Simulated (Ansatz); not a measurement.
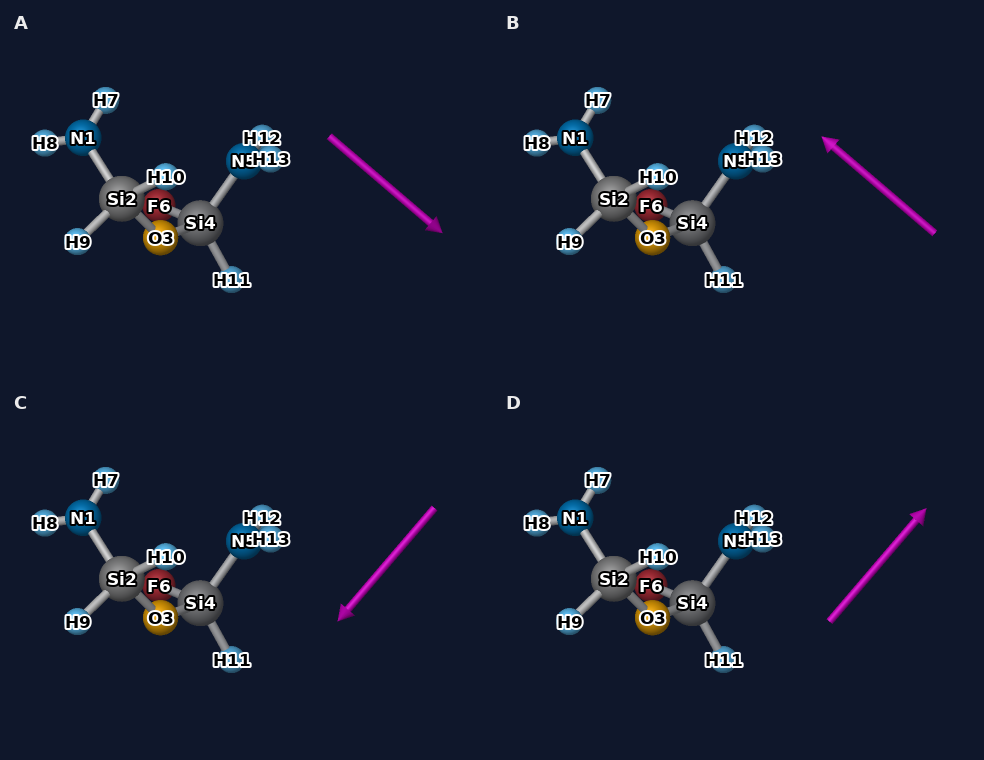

The same molecule four times, each with an arrow. Computed geometry: PBE0-D4/def2-TZVP optimisation. No frequency run is at hand to confirm it as a minimum. Level of theory: RKS ωB97M-V/def2-TZVPP (Ansatz 0.2.0).

Question: Which arrow points along the dipole moment, from the negative to the positive end?

Answer: D. The dipole moment is 2.07 D; it points from the side of H9 to the side of H12 (the outermost atoms at the two ends).
